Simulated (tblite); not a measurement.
Geometry relaxation of C₅H₄AlBF₂ (part 4 of 4)

C₅H₄AlBF₂, SMILES C#CC#CB[CH2][Al]([F])[F]; GFN2-xTB geometry optimisation, gas phase (tblite 0.8.0). It belongs to a series of runs on one base structure; here: B replaced by Al.

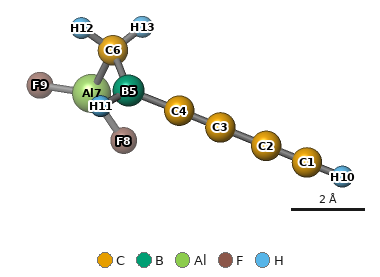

The geometry at step 99 of the log (ball-and-stick view, seen at a tilt; atoms are numbered from 1 in the order of the input).

### Trajectory as extended XYZ, continued
```
13
Properties=species:S:1:pos:R:3:forces:R:3 step=90 energy=-667.80173
C     4.1212   -1.2359   -0.5813   -0.0230  -0.0030   0.0080
C     3.0497   -0.7672   -0.2853    0.0140  -0.0070  -0.0130
C     1.8472   -0.2380    0.0482    0.0070   0.0060  -0.0050
C     0.7673    0.2393    0.3462   -0.0160   0.0010  -0.0120
B    -0.5452    0.8279    0.7583   -0.0050   0.0000   0.0120
C    -1.5872    1.2798   -0.3047    0.0050   0.0100   0.0110
Al   -2.5166   -0.4625   -0.5482    0.0000  -0.0050   0.0100
F    -1.7187   -1.8959   -0.7206    0.0030   0.0050   0.0000
F    -4.1607   -0.6068   -0.5880   -0.0020   0.0040  -0.0070
H     5.0494   -1.6529   -0.8352   -0.0040   0.0110  -0.0010
H    -0.7888    0.9210    1.9051   -0.0080   0.0070   0.0030
H    -2.3423    1.9957    0.0262    0.0100  -0.0200  -0.0110
H    -1.1798    1.5960   -1.2672    0.0180  -0.0090   0.0060
13
Properties=species:S:1:pos:R:3:forces:R:3 step=92 energy=-667.80197
C     4.1171   -1.2383   -0.5834   -0.0090   0.0060   0.0010
C     3.0473   -0.7683   -0.2834    0.0100  -0.0020  -0.0170
C     1.8458   -0.2380    0.0524    0.0310  -0.0110  -0.0090
C     0.7668    0.2405    0.3508   -0.0290   0.0050   0.0050
B    -0.5460    0.8290    0.7615   -0.0110   0.0050   0.0170
C    -1.5837    1.2789   -0.3061   -0.0020   0.0110   0.0180
Al   -2.5129   -0.4636   -0.5481    0.0050  -0.0160  -0.0010
F    -1.7198   -1.9003   -0.7184    0.0030   0.0140   0.0030
F    -4.1570   -0.6063   -0.5914   -0.0040   0.0070  -0.0050
H     5.0466   -1.6486   -0.8441   -0.0150   0.0050   0.0070
H    -0.7947    0.9255    1.9073    0.0020   0.0000  -0.0040
H    -2.3416    1.9927    0.0220    0.0040  -0.0090  -0.0090
H    -1.1720    1.5972   -1.2656    0.0160  -0.0140  -0.0060
13
Properties=species:S:1:pos:R:3:forces:R:3 step=94 energy=-667.80215
C     4.1108   -1.2409   -0.5872    0.0040   0.0100  -0.0050
C     3.0450   -0.7671   -0.2798   -0.0080   0.0070  -0.0180
C     1.8455   -0.2344    0.0596    0.0090  -0.0100  -0.0050
C     0.7660    0.2443    0.3563   -0.0090  -0.0030   0.0130
B    -0.5480    0.8315    0.7661   -0.0030  -0.0010   0.0050
C    -1.5807    1.2795   -0.3063    0.0000  -0.0110   0.0030
Al   -2.5075   -0.4652   -0.5472    0.0000  -0.0060  -0.0060
F    -1.7138   -1.9015   -0.7149    0.0060   0.0070   0.0040
F    -4.1518   -0.6070   -0.5970    0.0030   0.0060  -0.0020
H     5.0385   -1.6494   -0.8562   -0.0090  -0.0040   0.0100
H    -0.8009    0.9252    1.9108    0.0020   0.0030   0.0010
H    -2.3429    1.9908    0.0146   -0.0060   0.0120   0.0010
H    -1.1646    1.5945   -1.2652    0.0110  -0.0110  -0.0020
13
Properties=species:S:1:pos:R:3:forces:R:3 step=95 energy=-667.80220
C     4.1097   -1.2408   -0.5883    0.0060   0.0100  -0.0060
C     3.0450   -0.7660   -0.2788   -0.0130   0.0090  -0.0170
C     1.8460   -0.2330    0.0618   -0.0090  -0.0040  -0.0020
C     0.7657    0.2448    0.3579    0.0040  -0.0070   0.0120
B    -0.5487    0.8316    0.7674    0.0010  -0.0040   0.0000
C    -1.5802    1.2793   -0.3062    0.0030  -0.0160  -0.0040
Al   -2.5072   -0.4655   -0.5470   -0.0030  -0.0010  -0.0060
F    -1.7125   -1.9011   -0.7140    0.0070   0.0030   0.0040
F    -4.1516   -0.6067   -0.5984    0.0050   0.0050  -0.0020
H     5.0363   -1.6498   -0.8594   -0.0030  -0.0060   0.0090
H    -0.8022    0.9243    1.9119    0.0000   0.0060   0.0040
H    -2.3425    1.9915    0.0121   -0.0070   0.0140   0.0040
H    -1.1623    1.5918   -1.2654    0.0080  -0.0090   0.0030
13
Properties=species:S:1:pos:R:3:forces:R:3 step=97 energy=-667.80236
C     4.1078   -1.2390   -0.5910    0.0050   0.0100  -0.0070
C     3.0450   -0.7622   -0.2786   -0.0180   0.0080  -0.0090
C     1.8470   -0.2304    0.0667   -0.0440   0.0070   0.0000
C     0.7649    0.2438    0.3632    0.0250  -0.0130   0.0080
B    -0.5505    0.8300    0.7709    0.0080  -0.0060  -0.0040
C    -1.5787    1.2772   -0.3063    0.0060  -0.0080  -0.0110
Al   -2.5092   -0.4657   -0.5474   -0.0050   0.0090  -0.0030
F    -1.7114   -1.8997   -0.7115    0.0050  -0.0040   0.0030
F    -4.1537   -0.6060   -0.6016    0.0090   0.0030  -0.0030
H     5.0321   -1.6495   -0.8664    0.0100  -0.0100   0.0070
H    -0.8055    0.9236    1.9147   -0.0020   0.0080   0.0090
H    -2.3383    1.9956    0.0060    0.0020  -0.0010  -0.0010
H    -1.1541    1.5829   -1.2652   -0.0020  -0.0060   0.0110
13
Properties=species:S:1:pos:R:3:forces:R:3 step=99 energy=-667.80257
C     4.1059   -1.2365   -0.5939    0.0030   0.0110  -0.0100
C     3.0427   -0.7598   -0.2821   -0.0090   0.0000   0.0040
C     1.8455   -0.2307    0.0695   -0.0320   0.0030  -0.0110
C     0.7639    0.2412    0.3707    0.0130  -0.0080   0.0070
B    -0.5518    0.8282    0.7752    0.0020   0.0010   0.0070
C    -1.5760    1.2737   -0.3070   -0.0020   0.0170   0.0010
Al   -2.5113   -0.4661   -0.5488    0.0030   0.0090  -0.0020
F    -1.7118   -1.8999   -0.7086    0.0010  -0.0020   0.0020
F    -4.1556   -0.6056   -0.6054    0.0050   0.0030  -0.0030
H     5.0297   -1.6466   -0.8716    0.0080  -0.0070   0.0050
H    -0.8101    0.9284    1.9177    0.0020   0.0030   0.0080
H    -2.3323    1.9986    0.0013    0.0190  -0.0240  -0.0130
H    -1.1432    1.5755   -1.2634   -0.0130  -0.0060   0.0050
13
Properties=species:S:1:pos:R:3:forces:R:3 step=101 energy=-667.80282
C     4.1002   -1.2354   -0.5986    0.0020   0.0080  -0.0100
C     3.0355   -0.7620   -0.2870    0.0040  -0.0080   0.0130
C     1.8390   -0.2348    0.0701    0.0130  -0.0050  -0.0230
C     0.7616    0.2401    0.3802   -0.0160   0.0010   0.0040
B    -0.5530    0.8309    0.7810   -0.0080   0.0070   0.0200
C    -1.5727    1.2727   -0.3067   -0.0090   0.0170   0.0140
Al   -2.5056   -0.4676   -0.5507    0.0100  -0.0020  -0.0030
F    -1.7046   -1.9015   -0.7047   -0.0030   0.0030   0.0020
F    -4.1494   -0.6076   -0.6127    0.0020   0.0030  -0.0040
H     5.0251   -1.6441   -0.8766   -0.0060   0.0000   0.0050
H    -0.8143    0.9394    1.9219    0.0040  -0.0030   0.0090
H    -2.3321    1.9963   -0.0025    0.0220  -0.0180  -0.0180
H    -1.1341    1.5741   -1.2601   -0.0160  -0.0020  -0.0090
13
Properties=species:S:1:pos:R:3:forces:R:3 step=103 energy=-667.80302
C     4.0918   -1.2357   -0.6050    0.0000   0.0010  -0.0060
C     3.0269   -0.7660   -0.2883    0.0050  -0.0060   0.0090
C     1.8315   -0.2379    0.0714    0.0180   0.0020  -0.0140
C     0.7583    0.2414    0.3889   -0.0140  -0.0010  -0.0060
B    -0.5550    0.8369    0.7878   -0.0020   0.0010   0.0140
C    -1.5709    1.2748   -0.3048    0.0030  -0.0090   0.0050
Al   -2.4941   -0.4699   -0.5524    0.0000  -0.0090   0.0000
F    -1.6886   -1.9017   -0.7003   -0.0040   0.0020   0.0010
F    -4.1378   -0.6123   -0.6226    0.0090   0.0010  -0.0050
H     5.0160   -1.6455   -0.8842   -0.0080   0.0040   0.0040
H    -0.8166    0.9491    1.9279   -0.0020   0.0000   0.0130
H    -2.3368    1.9929   -0.0080    0.0100   0.0100  -0.0050
H    -1.1291    1.5743   -1.2571   -0.0130   0.0040  -0.0100
13
Properties=species:S:1:pos:R:3:forces:R:3 step=104 energy=-667.80307
C     4.0893   -1.2361   -0.6068   -0.0040   0.0000  -0.0030
C     3.0250   -0.7668   -0.2876    0.0020  -0.0030   0.0050
C     1.8301   -0.2374    0.0719    0.0100   0.0030  -0.0080
C     0.7571    0.2419    0.3905   -0.0090  -0.0010  -0.0060
B    -0.5557    0.8386    0.7897    0.0020  -0.0020   0.0070
C    -1.5709    1.2757   -0.3039    0.0080  -0.0150  -0.0010
Al   -2.4908   -0.4705   -0.5527   -0.0040  -0.0080   0.0020
F    -1.6828   -1.9011   -0.6990   -0.0040   0.0000   0.0010
F    -4.1343   -0.6144   -0.6255    0.0110   0.0000  -0.0050
H     5.0125   -1.6472   -0.8866   -0.0020   0.0030   0.0030
H    -0.8168    0.9507    1.9299   -0.0040   0.0020   0.0120
H    -2.3383    1.9928   -0.0097    0.0050   0.0160   0.0010
H    -1.1288    1.5743   -1.2566   -0.0100   0.0040  -0.0060
13
Properties=species:S:1:pos:R:3:forces:R:3 step=106 energy=-667.80313
C     4.0865   -1.2366   -0.6090   -0.0090  -0.0010   0.0010
C     3.0232   -0.7670   -0.2868   -0.0030   0.0040  -0.0020
C     1.8290   -0.2355    0.0718   -0.0020   0.0000   0.0020
C     0.7554    0.2420    0.3916    0.0000   0.0010  -0.0020
B    -0.5567    0.8399    0.7923    0.0050  -0.0030  -0.0050
C    -1.5709    1.2762   -0.3030    0.0050  -0.0060  -0.0030
Al   -2.4881   -0.4714   -0.5530   -0.0030  -0.0030   0.0050
F    -1.6761   -1.8997   -0.6974   -0.0040  -0.0020   0.0000
F    -4.1310   -0.6187   -0.6294    0.0080  -0.0010  -0.0060
H     5.0083   -1.6502   -0.8888    0.0070   0.0000   0.0000
H    -0.8174    0.9527    1.9328   -0.0030   0.0020   0.0020
H    -2.3378    1.9949   -0.0113    0.0020   0.0100   0.0060
H    -1.1289    1.5741   -1.2562   -0.0040  -0.0010   0.0010
13
Properties=species:S:1:pos:R:3:forces:R:3 step=108 energy=-667.80316
C     4.0858   -1.2368   -0.6095   -0.0010  -0.0040  -0.0010
C     3.0224   -0.7671   -0.2878   -0.0020   0.0050  -0.0020
C     1.8284   -0.2354    0.0708   -0.0010  -0.0030   0.0030
C     0.7550    0.2416    0.3921    0.0010   0.0010   0.0010
B    -0.5566    0.8398    0.7930    0.0010   0.0010  -0.0030
C    -1.5704    1.2757   -0.3029   -0.0030   0.0050   0.0030
Al   -2.4883   -0.4716   -0.5531    0.0020  -0.0010   0.0040
F    -1.6757   -1.8996   -0.6969   -0.0040  -0.0020   0.0000
F    -4.1308   -0.6208   -0.6307    0.0050   0.0000  -0.0060
H     5.0081   -1.6503   -0.8884    0.0010   0.0020   0.0010
H    -0.8180    0.9544    1.9334    0.0010  -0.0010  -0.0030
H    -2.3359    1.9961   -0.0107    0.0020   0.0010   0.0030
H    -1.1284    1.5742   -1.2559   -0.0020  -0.0050   0.0010
```

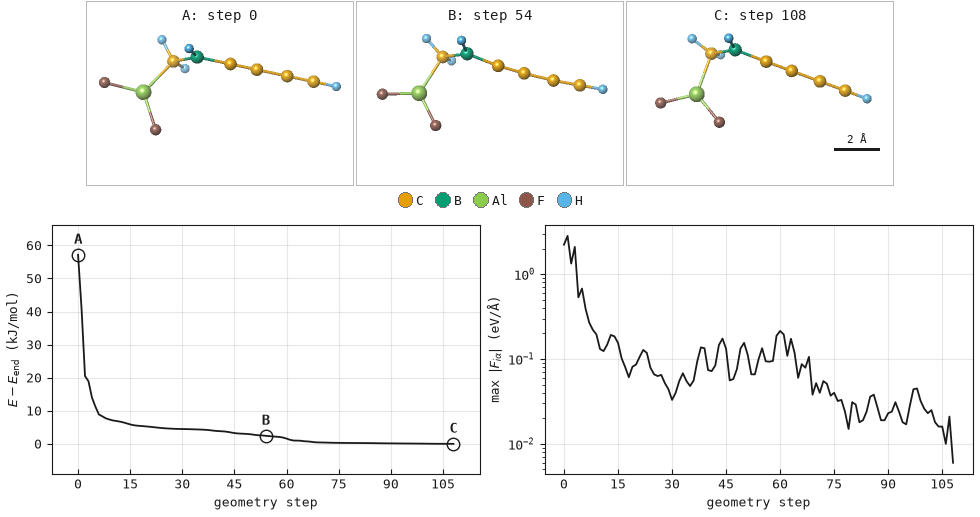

Frames of the relaxation (ball-and-stick view, seen on its broad side) above the curves, on which the letters mark them (steps are counted from 0).

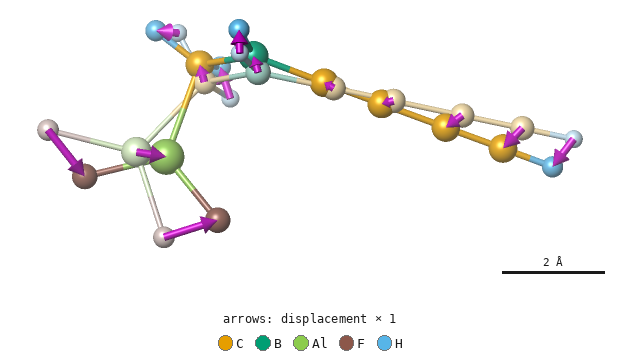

Start (faint) and end (solid) with the displacements as pink arrows, at true length (ball-and-stick view, seen on its broad side). The two geometries are laid on each other by the best rigid fit. The largest move after the best rigid fit is that of F9, 1.17 Å. By element the largest moves are F 1.17 Å, H 0.69 Å, Al 0.60 Å, C 0.55 Å, B 0.34 Å. Among the contacts that change: Al7–F8 1.799 → 1.649 Å, C2–C3 1.399 → 1.355 Å, B5–C6 1.599 → 1.555 Å, C4–B5 1.537 → 1.496 Å. Among the angles that change: B5–C6–Al7 109.6° → 98.2°, B5–C6–H12 109.0° → 117.0°, F8–Al7–F9 120.1° → 114.1°. Over 108 geometry steps the energy falls by 57.2 kJ/mol. The largest force component goes from 2.2 to 0.006 eV/Å. (Atoms are counted from 1 in the order of the input.)

The run was set up as follows.

### Input
```
{"job": {"kind": "relax", "xc": "GFN2-xTB", "basis": "xTB"}, "charge": 0, "multiplicity": 1}
C      4.516800    -0.911500    -0.505300
C      3.373600    -0.586600    -0.239000
C      2.064600    -0.222800     0.096300
C      0.925000     0.105600     0.359100
B     -0.514900     0.499900     0.722700
C     -1.526000     0.956600    -0.428200
Al    -3.059000    -0.303000    -0.505900
F     -2.768200    -2.045400    -0.844000
F     -4.725900     0.288500    -0.198200
H      5.495900    -1.188500    -0.741700
H     -0.874500     0.469500     1.839400
H     -1.896500     1.975200    -0.200500
H     -1.015400     0.963000    -1.401100
```

The first line tells a small driver script what to run in tblite; the rest is the geometry in Å.

Launched with:
```bash
OMP_NUM_THREADS=1 python <driver script> task.json out
```

### Key numbers

| quantity | value |
| --- | --- |
| outcome | converged |
| total energy | −667.8032 eV |
| hardware | 1 CPU thread, shared host |
| wall time | 1.3 s |
| peak memory | 0.18 GiB |
